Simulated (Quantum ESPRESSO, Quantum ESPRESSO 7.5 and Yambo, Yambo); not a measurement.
# Beyond one shot: SiF (chair-type functionalised monolayer)

Aim: iterate the self-energy on SiF (chair-type functionalised monolayer) and follow the gap from cycle to cycle.

Method: PBE and many-body steps on it, plane waves, in Quantum ESPRESSO 7.5 and Yambo 5.3.0.

### Step 1. Starting point

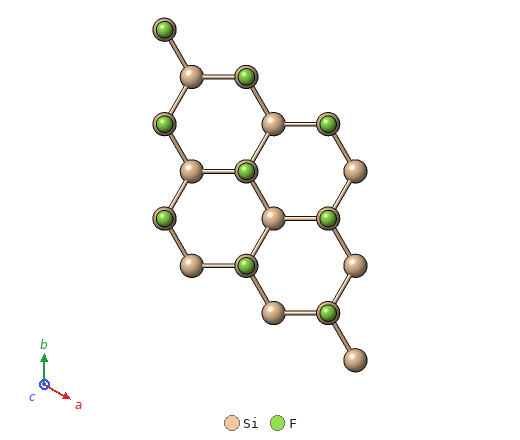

The cell as given, from above (silicon light orange, fluorine green). 3×3×1 cells are drawn.

The cell holds 4 atoms: 2 Si and 2 F. Cell: a = 3.968 Å, b = 3.968 Å, c = 16.000 Å, α = 90.0°, β = 90.0°, γ = 120.0°. Vacuum lies along c.

The structure was relaxed with PBE. The runs that relaxed it are not among those shown.

### Step 2. Empty states on the mesh, 6×6×1 mesh, 72 bands

This step: Quantum ESPRESSO 7.5; DFT, PBE, plane waves, norm-conserving pseudopotentials.

The sums over transitions need many empty states on a uniform mesh; this step solves for them.

Input file pw.in:

```
&control
  calculation = 'nscf'
  prefix = 'x'
  outdir = 'o'
  pseudo_dir = 'pseudo'
/
&system
  ibrav = 0
  nat = 4
  ntyp = 2
  ecutwfc = 72.0
  nbnd = 72
  force_symmorphic = .true.
/
&electrons
  conv_thr = 1e-9
  electron_maxstep = 80
  diago_full_acc = .true.
  diago_thr_init = 5e-6
/
ATOMIC_SPECIES
  Si 28.085 Si.upf
  F 18.998 F.upf
CELL_PARAMETERS angstrom
  3.9676580801 -0.0000000000 0.0000000000
  -1.9838290400 3.4360926909 0.0000000000
  0.0000000000 0.0000000000 16.0000000000
ATOMIC_POSITIONS crystal
  Si 0.3333333333 0.6666666667 0.5218479757
  Si 0.6666666667 0.3333333333 0.4781520243
  F 0.3333333333 0.6666666667 0.6234988674
  F 0.6666666667 0.3333333333 0.3765011326
K_POINTS automatic
  6 6 1 0 0 0
```

On the command line:

```bash
$ OMP_NUM_THREADS=1 mpirun -n 4 pw.x -nk 4 -in pw.in > pw.out
```

What it wrote:

```text
Program PWSCF v.7.5 starts

     This program is part of the open-source Quantum ESPRESSO suite
     for quantum simulation of materials; please cite
         "P. Giannozzi et al., J. Phys.:Condens. Matter 21 395502 (2009);
         "P. Giannozzi et al., J. Phys.:Condens. Matter 29 465901 (2017);
         "P. Giannozzi et al., J. Chem. Phys. 152 154105 (2020);
     in publications or presentations arising from this work. More details at

     Atomic positions and unit cell read from directory:
     o/x.save/

     Message from routine setup:
[...]
k = 0.0000 0.3849 0.0000 ( 15168 PWs)   bands (ev):

[...]
19.7727  20.0120  20.2567  20.8376  20.9010  21.1073  21.3109  21.5532
    21.6619  22.2548  22.3871  22.6476  23.0803  23.0897  23.4551  23.4772

          k = 0.0000-0.5774 0.0000 ( 15192 PWs)   bands (ev):

     [... further k-points ...]

     highest occupied, lowest unoccupied level (ev):    -3.2419   -2.5659

     XML data file, pseudopotentials, collected wavefunctions

=------------------------------------------------------------------------------=
   JOB DONE.
=------------------------------------------------------------------------------=
```

Run time: 19 s. Hardware: 4 MPI ranks of Arm Neoverse V2, shared host; peak memory 0.76 GiB; 74 s of CPU time.

Numbers from this step:

```yaml
gap: 0.6760 eV
k_of_the_valence_top: 0, 0, 0
k_of_the_conduction_bottom: 0, 0, 0
least_direct_gap: 0.6760 eV
k_points_computed: 7
lowest_point_of_the_top_converged_band_above_the_valence_top: 25.27 eV
```

On this mesh the gap is 0.676 eV.

The density comes from a self-consistent run that is not shown.

### Step 3. Conversion and set-up

This step: Yambo 5.3.0; conversion and set-up on PBE, plane waves, norm-conserving pseudopotentials.

The states are converted to the many-body program's format and the q mesh is built.

On the command line:

```bash
$ (cd o/x.save; p2y > p2y.log; mv SAVE ../..); yambo > setup.log
```

What it wrote:

```text
 Yambo, version 5.3.0

 [02] CORE Variables Setup
 =========================

  [02.01] Unit cells
  ==================

  Cell kind             :  HCP
  Atoms in the cell     :  Si  F
  number of Si atoms    :  2
  number of F  atoms    :  2

  List of atomic masses
  Mass of Si    :  28.08500
  Mass of F     :  18.99800

  List of atomic coordinates    : [cc]
  Si1       : -0.31190E-09   4.3288       15.778      order 1
  Si2       :   3.74889   2.16442  14.45722  order 2
  F1       : -0.31190E-09   4.3288       18.852      order 3
[...]
BZ  Q-points                                      :   36

 K/Q-points units:
 rlu = crystal or reduced units; cc = cartesian coordinates; iku = interal k-units

 Q [1]          [rlu]:  0.000000  0.000000  0.000000
 Q [2]          [rlu]: -0.20177E-17  0.16667       0.0000
 Q [3]          [rlu]: -0.40354E-17  0.33333       0.0000
 Q [4]          [rlu]:  0.60531E-17 -0.50000       0.0000
 Q [5]          [rlu]:  0.166667  0.166667  0.000000
 Q [6]          [rlu]:  0.166667  0.333333  0.000000
 Q [7]          [rlu]:  0.333333  0.333333  0.000000

  [03.01] X indexes
  =================

   [03.01.01] Sigma indexes
   ========================

 [06] Game Over & Game summary
```

Elapsed: 2.5 s, on 1 MPI rank; peak memory 0.26 GiB.

### Step 4. G0W0

G0W0 replaces the xc potential by the self-energy, built once from these orbitals. Only a window of levels is corrected, while the sums run over the empty bands that the input names.

This step: G0W0 on PBE, plane waves, norm-conserving pseudopotentials.

Input file gw1.in:

```
HF_and_locXC
gw0
dyson
ppa
em1d
rim_cut
rim_w
RandQpts= 3000000
RandGvec= 100 RL
CUTGeo= "slab z"
RandGvecW= 9 RL
EXXRLvcs= 72 Ry
VXCRLvcs= 288 Ry
Chimod= "HARTREE"
% BndsRnXp
 1 | 72 |
%
NGsBlkXp= 5.5 Ry
% LongDrXp
 1 | 1 | 0 |
%
% GbndRnge
 1 | 72 |
%
DysSolver= "n"
ExtendOut
PPAPntXp= 27.21138 eV
% QPkrange
 1 | 7 | 3 | 17 |
%
```

On the command line:

```bash
$ OMP_NUM_THREADS=1 mpirun -n 4 yambo -F gw1.in -J gw1 -C gw1 > gw1.log
```

What it wrote:

```text
 Yambo, version 5.3.0

 [02] CORE Variables Setup
 =========================

  [... cell, symmetries and grids as in the set-up ...]

  [02.05] Energies & Occupations
  ==============================

  [X] === General ===
  [X] Electronic Temperature                        :  0.000000  0.000000 [eV K]
  [X] Bosonic    Temperature                        :  0.000000  0.000000 [eV K]
  [X] Finite Temperature mode                       : no
  [X] El. density                                   :  0.10086E+24 [cm-3]
  [X] Fermi Level                                   : -3.241868 [eV]

  [X] === Gaps and Widths ===
  [X] Conduction Band Min                           :  0.675981 [eV]
  [X] Valence Band Max                              :  0.000000 [eV]
  [X] Filled Bands                                  :  11
  [X] Empty Bands                                   :   12   72
  [X] Direct Gap                                    :  0.675981 [eV]
  [X] Direct Gap localized at k                     :  1
  [X] Indirect Gap                                  :  0.675981 [eV]
  [X] Indirect Gap between kpts                     :  1  1
  [X] Last valence band width                       :  2.454572 [eV]
  [X] 1st conduction band width                     :  3.737894 [eV]

 [03] Transferred momenta grid and indexing
 ==========================================

 IBZ Q-points                                      :   7
 BZ  Q-points                                      :   36

 K/Q-points units:
 rlu = crystal or reduced units; cc = cartesian coordinates; iku = interal k-units

 Q [1]          [rlu]:  0.000000  0.000000  0.000000
 Q [2]          [rlu]: -0.20177E-17  0.16667       0.0000
 Q [3]          [rlu]: -0.40354E-17  0.33333       0.0000
 Q [4]          [rlu]:  0.60531E-17 -0.50000       0.0000
 Q [5]          [rlu]:  0.166667  0.166667  0.000000
 Q [6]          [rlu]:  0.166667  0.333333  0.000000
 Q [7]          [rlu]:  0.333333  0.333333  0.000000

 [04] Coloumb potential Random Integration (RIM)
 ===============================================

 Performing RIM of v_slab

  [04.01] RIM initialization
  ==========================

  * Diagonal components only detected *

  8 x (sBL volume)        :  0.037447 [a.u.]
  sBZ random points       :  3000000
  Points outside the sBZ  :  24000829
  RL volume               :  0.168509 [a.u.]
  Integrated volume       :  0.168504 [a.u.]

  [04.02] RIM integrals
  =====================

  Gamma point sphere radius             :  0.037868 [a.u.]
  Points outside the sphere             :  2398884
  [Int_sBZ(q=0) 1/q^2]*(Vol_sBZ)^(-1/3) =:  7.512773
                                 should be <:  7.795600

  Summary of Coulomb integrals for non-metallic bands |Q|[au] RIM/Bare

  Q [1] 0.100000E-4 0.963720 * Q [2] 0.161274 1.009278
  Q [5] 0.279335 1.027952 * Q [3] 0.322548 1.025554
  Q [6] 0.426691 1.018270 * Q [4] 0.483823 1.014849
  Q [7] 0.558670 1.011499
  Non-periodic chartesian directions : none
  Optical renormalization            :  30.23562 [au]
  Polarizability dimension           : length

 [05] Coloumb potential CutOffslab
 =================================

 Cut directionsZ
 Slab Cutoff:Z
 Symmetry test passed : yes

 [06] Dipoles
 ============

  [06.01] Setup: observables and procedures
  =========================================

  [WARNING] [x,Vnl] slows the Dipoles computation. To neglect it rename the ns.kb_pp file

 [07] Dynamic Dielectric Matrix (PPA)
 ====================================

 [WR./gw1//ndb.pp]---------------------------------------------------------------
  Brillouin Zone Q/K grids (IBZ/BZ)                :    7   36    7   36
  RL vectors                                       :  18171 [WF]
  Coulomb cutoff potential                         : slab z
  Electronic Temperature                           :  0.000000 [K]
  Bosonic    Temperature                           :  0.000000 [K]
  PPA    diel. fun.  energies                      : Perdew, Burke & Ernzerhof(X)+Perdew, Burke & Ernzerhof(C)
[...]
<4|nlXC|4> = -28.12210 -0.55569E-17 <4|lXC|4> = -20.34216 -0.75527E-15
 <5|nlXC|5> = -26.58414  0.26726E-17 <5|lXC|5> = -19.75151  0.75527E-15
 <6|nlXC|6> = -28.48029  0.16660E-16 <6|lXC|6> = -20.72520  0.37763E-15
 <7|nlXC|7> = -28.48037  0.61968E-17 <7|lXC|7> = -20.72528  0.94408E-16
 <8|nlXC|8> = -29.33750  0.15199E-16 <8|lXC|8> = -21.40584 -0.75527E-15
[...]
Corrections @ K [2] :  [eV]
[...]
Corrections @ K [3] :  [eV]
[...]
Corrections @ K [4] :  [eV]
[...]
Corrections @ K [5] :  [eV]
[...]
Corrections @ K [6] :  [eV]
[...]
Corrections @ K [7] :  [eV]
[...]
<15|nlXC|15> = -4.500855 -0.21394E-17 <15|lXC|15> = -9.146113  0.000000
 <16|nlXC|16> = -5.195101  0.68742E-18 <16|lXC|16> = -10.90242  0.94408E-16
 <17|nlXC|17> = -5.195104 -0.23957E-18 <17|lXC|17> = -10.90243  0.94408E-16

  [08.01] Hartree-Fock occupations report
  =======================================

  [Hartree-Fock] === General ===
  [Hartree-Fock] Electronic Temperature             :  0.000000  0.000000 [eV K]
  [Hartree-Fock] Bosonic    Temperature             :  0.000000  0.000000 [eV K]
  [Hartree-Fock] Finite Temperature mode            : no
  [Hartree-Fock] El. density                        :  0.10086E+24 [cm-3]
  [Hartree-Fock] Fermi Level                        : -3.241868 [eV]

  [Hartree-Fock] === Gaps and Widths ===
  [Hartree-Fock] Conduction Band Min                :  4.627340 [eV]
  [Hartree-Fock] Valence Band Max                   : -2.118123 [eV]
  [Hartree-Fock] Filled Bands                       :  11
  [Hartree-Fock] Empty Bands                        :   12   72
  [Hartree-Fock] Direct Gap                         :  6.745462 [eV]
  [Hartree-Fock] Direct Gap localized at k          :  1
  [Hartree-Fock] Indirect Gap                       :  6.745462 [eV]
  [Hartree-Fock] Indirect Gap between kpts          :  1  1
  [Hartree-Fock] Last valence band width            :  4.399955 [eV]
  [Hartree-Fock] 1st conduction band width          :  4.963532 [eV]

 [09] Dyson equation: Newton solver
 ==================================

  [09.01] RIM-W interpolation
  ===========================

  [WARNING] RIM-W works only for 2D semiconductors with slab cutoff
  Found compatible q grid: 2D
  q_min[ 1 ]:  0.16667      0.43367E-11   0.0000     [rlu]
   0.166667  0.083333  0.000000 [iku]
  q_min[ 2 ]:  0.56008E-11  0.16667       0.0000     [rlu]
   0.56008E-11  0.16667       0.0000     [iku]
  G-vectors :   9
  G-vectors loaded:   63
  Number of interpolated frequencies:  2

  Evaluating coefficients q = 0
  Evaluating coefficients q = 0

  [09.02] RIM-W integrals
  =======================

  8 x (sBL volume)        :  0.037447 [a.u.]
  sBZ random points       :  3000000
  Points outside the sBZ  :  24000829
  RL volume               :  0.168509 [a.u.]
  Integrated volume       :  0.168504 [a.u.]

  [09.03] RIM integrals
  =====================

  Comparison between head Wc = W - v averages: < Wc > [au] RIM-W/RIM

   < -Wc [Q = 1] > 0.324658E-1 0.566038E-4 * < -Wc [Q = 2] > 0.003627 0.003450
   < -Wc [Q = 3] > 0.606459E-3 0.589491E-3 * < -Wc [Q = 4] > 0.196788E-3 0.193642E-3
   < -Wc [Q = 5] > 0.912366E-3 0.884961E-3 * < -Wc [Q = 6] > 0.287542E-3 0.283415E-3
   < -Wc [Q = 7] > 0.136706E-3 0.135767E-3

  Comparison between head Wc = W - v averages: < Wc > [au] RIM-W/RIM

   < -Wc [G = 1,G`=0] > 0.324658E-1 0.566038E-4 * < -Wc [G = 2,G`=0] >-0.001659 0.000000
   < -Wc [G = 3,G`=0] >-0.001659 0.000000 * < -Wc [G = 4,G`=0] > 0.119045E-3  0.00000
   < -Wc [G = 5,G`=0] > 0.119052E-3  0.00000 * < -Wc [G = 6,G`=0] >-0.557834E-4  0.00000
   < -Wc [G = 7,G`=0] >-0.557896E-4  0.00000 * < -Wc [G = 8,G`=0] > 0.112447E-4  0.00000
   < -Wc [G = 9,G`=0] > 0.112451E-4  0.00000

 [10] G0W0 (W PPA)
 =================

 [  GW  ] Bands range     :    1   72
 [GW/PPA] G damping       :  0.100000 [eV]

 QP @ state[ 1 ] K range:   1   7
 QP @ state[ 1 ] b range:   3  17

  Sc/G bands                                       :    1   72
  Sc/G damping                                     :  0.100000 ev
  Sc bands terminator                              : no
  Sx RL components                                 :  15207

  QP @ state[ 1 ] K range                          :   1   7
  QP @ state[ 1 ] b range                          :   3  17
  GF energies kind                                 : Perdew, Burke & Ernzerhof(X)+Perdew, Burke & Ernzerhof(C)
  GF WF`s kind                                     : Perdew, Burke & Ernzerhof(X)+Perdew, Burke & Ernzerhof(C)
  Xs energies kind                                 : Perdew, Burke & Ernzerhof(X)+Perdew, Burke & Ernzerhof(C)
  Xs WF`s kind                                     : Perdew, Burke & Ernzerhof(X)+Perdew, Burke & Ernzerhof(C)

 [14] Game Over & Game summary
```

Wall time 7.4 min (4 MPI ranks); peak memory 3.2 GiB.

Numbers from this step:

| Property | Result |
| --- | --- |
| G0W0 gap on the mesh | 2.060 eV |
| starting gap on the mesh | 0.6760 eV |
| k of the valence top | 0, 0, 0 |
| k of the conduction bottom | 0, 0, 0 |
| least direct G0W0 gap on the computed points | 2.060 eV |
| Z at the valence top | 0.7169 |
| Z at the conduction bottom | 0.7280 |

The gap on the mesh goes from 0.68 eV to 2.06 eV, a correction of +1.38 eV.

### Step 5. evGW0, cycle 1

This step: evGW0 on PBE, plane waves, norm-conserving pseudopotentials.

gw2.in, as its differences from gw1.in of step 4:

```diff
@@ -30 +30,2 @@
 %
+GfnQPdb= "E < ./gw1/ndb.QP"
```

On the command line:

```bash
$ OMP_NUM_THREADS=1 mpirun -n 4 yambo -F gw2.in -J gw2,gw1_W -C gw2 > gw2.log
```

What it wrote:

```text
 Yambo, version 5.3.0

 [02] CORE Variables Setup
 =========================

  [... cell, symmetries and grids as in the set-up ...]

  [02.05] Energies & Occupations
  ==============================

  [X] === General ===
  [X] Electronic Temperature                        :  0.000000  0.000000 [eV K]
  [X] Bosonic    Temperature                        :  0.000000  0.000000 [eV K]
  [X] Finite Temperature mode                       : no
  [X] El. density                                   :  0.10086E+24 [cm-3]
  [X] Fermi Level                                   : -3.241868 [eV]

  [X] === Gaps and Widths ===
  [X] Conduction Band Min                           :  0.675981 [eV]
  [X] Valence Band Max                              :  0.000000 [eV]
  [X] Filled Bands                                  :  11
  [X] Empty Bands                                   :   12   72
  [X] Direct Gap                                    :  0.675981 [eV]
  [X] Direct Gap localized at k                     :  1
  [X] Indirect Gap                                  :  0.675981 [eV]
  [X] Indirect Gap between kpts                     :  1  1
  [X] Last valence band width                       :  2.454572 [eV]
  [X] 1st conduction band width                     :  3.737894 [eV]

 [03] Transferred momenta grid and indexing
 ==========================================

 IBZ Q-points                                      :   7
 BZ  Q-points                                      :   36

 K/Q-points units:
 rlu = crystal or reduced units; cc = cartesian coordinates; iku = interal k-units

 Q [1]          [rlu]:  0.000000  0.000000  0.000000
 Q [2]          [rlu]: -0.20177E-17  0.16667       0.0000
 Q [3]          [rlu]: -0.40354E-17  0.33333       0.0000
[...]
[G+QP] Direct Gap localized at k                  :  1
  [G+QP] Indirect Gap                               :  2.059803 [eV]
  [G+QP] Indirect Gap between kpts                  :  1  1
  [G+QP] Last valence band width                    :  2.779469 [eV]
  [G+QP] 1st conduction band width                  :  4.091433 [eV]

  [coarse-grid] Minimum Bare Gap        [ev]:  0.675981
  [coarse-grid] Minimum Gap Correction  [ev]:  1.383822

  Eqp @ K [1]
  -26.65492 -26.62872 -10.55655  -8.50897  -6.70372  -6.30664  -6.30623  -6.18314
   -6.18340      0.00000    -0.541129E-4   2.05975      5.36493      5.21800      5.21850      6.54707
    7.39544   8.15966   9.82177  10.19425  10.59657  11.46772  11.46772  13.04370
  Eqp @ K [2]
[...]
Eqp @ K [3]
[...]
Eqp @ K [4]
[...]
Eqp @ K [5]
[...]
Eqp @ K [6]
[...]
Eqp @ K [7]
[...]
-4.953649 -4.953081 -2.779523  6.151182  6.150975  7.806407  7.667964  8.443077
    8.44311  11.01890  11.01890  11.08437  11.19690  11.77272  11.77272  12.35770

 [08] Dipoles
 ============

  [08.01] Setup: observables and procedures
  =========================================

 [09] Dynamic Dielectric Matrix (PPA)
 ====================================

  Sc/G bands                                       :    1   72
  Sc/G damping                                     :  0.100000 ev
  Sc bands terminator                              : no
  Sx RL components                                 :  15207

  QP @ state[ 1 ] K range                          :   1   7
  QP @ state[ 1 ] b range                          :   3  17
  GF energies kind                                 : Perdew, Burke & Ernzerhof(X)+Perdew, Burke & Ernzerhof(C)+ E < ./gw1/ndb.QP + @E Fit
  GF WF`s kind                                     : Perdew, Burke & Ernzerhof(X)+Perdew, Burke & Ernzerhof(C)
  Xs energies kind                                 : Perdew, Burke & Ernzerhof(X)+Perdew, Burke & Ernzerhof(C)
  Xs WF`s kind                                     : Perdew, Burke & Ernzerhof(X)+Perdew, Burke & Ernzerhof(C)

 [16] Game Over & Game summary
```

Elapsed: 6.3 min, on 4 MPI ranks; peak memory 3.2 GiB; 25 min of CPU time.

Numbers from this step:

```
quasiparticle gap on the mesh                         : 2.384 eV
gap of the density functional on the mesh             : 0.6760 eV
k of the valence top                                  : 0, 0, 0
k of the conduction bottom                            : 0, 0, 0
least direct quasiparticle gap on the computed points : 2.384 eV
Z at the valence top                                  : 0.7237
Z at the conduction bottom                            : 0.7939
```

Against G0W0 in Yambo (6×6×1 mesh, 72 bands, screening to 74.8 eV, Godby-Needs plasmon pole), the gap moves by +0.324 eV.

The program's own table gives 2.669 eV, which is too large where the input levels are shifted: this version takes Σc at the unshifted level E₀, yet steps from the shifted one. The value above is the Newton step from E₀, E₀ + Z(Σc + Σx − Vxc), rebuilt from the printed columns.

(Part 1 of 2 ends here.)

[Paths, hosts, dates, memory and timing lines, banners, echoed tables and standing remarks are left out of the program output.]

[Logs are printed without paths, hosts, clocks, repeated set-up lines and the standing remarks that a program may print on its own settings, such as how far it seeks lower states.]

[Runs of the session that timed out or met a known fault of the program may be left out.]

[Hosts, paths, dates, database ids (printed as entryN), source tags and the programs' standing remarks are cut or masked in the printed files.]
